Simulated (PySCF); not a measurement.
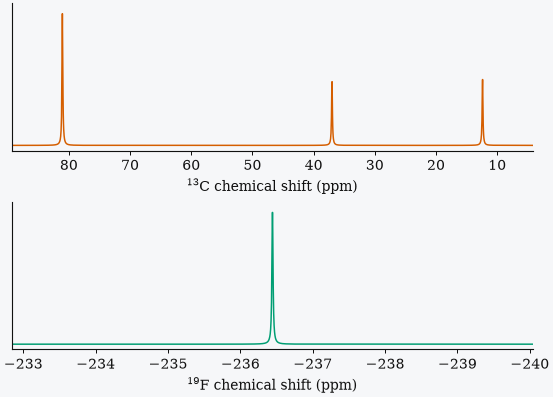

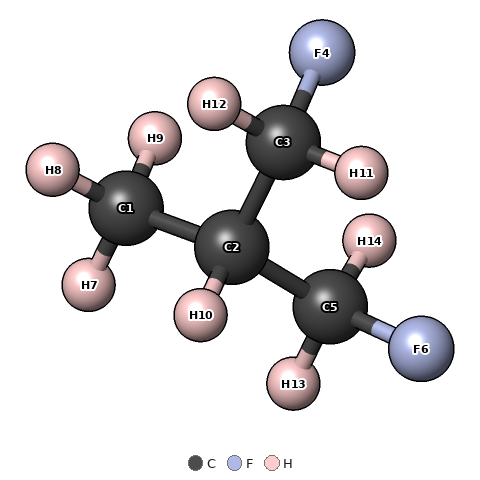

Spectrum and numbered structure of C₄H₈F₂, SMILES CC(CF)CF. GIAO shifts, BHandHLYP/pcSseg-1, PySCF 2.14.0, at a PBE0-D3(BJ)/def2-SVP geometry (no frequency check), against TMS for ¹³C and CFCl₃ for ¹⁹F computed at the same level (¹⁹F: this reference is a hard case for the method, so all values can be off together by tens of ppm, and differences between signals are safer). Gas phase, fully decoupled, line heights follow the number of nuclei, widths are arbitrary (no quadrupolar broadening); values of one conformer, averaged over nuclei that symmetry or rotation about single bonds exchange, these motions taken as fast; other conformers aren't averaged in.

> Assign the ¹³C signals to the numbered atoms.

```csv
δ (ppm),nuclei,atoms
81.1,2,"C3, C5"
37.0,1,C2
12.4,1,C1
```

> Where does the ¹⁹F line lie?

At −236.4 ppm (F4 and F6).
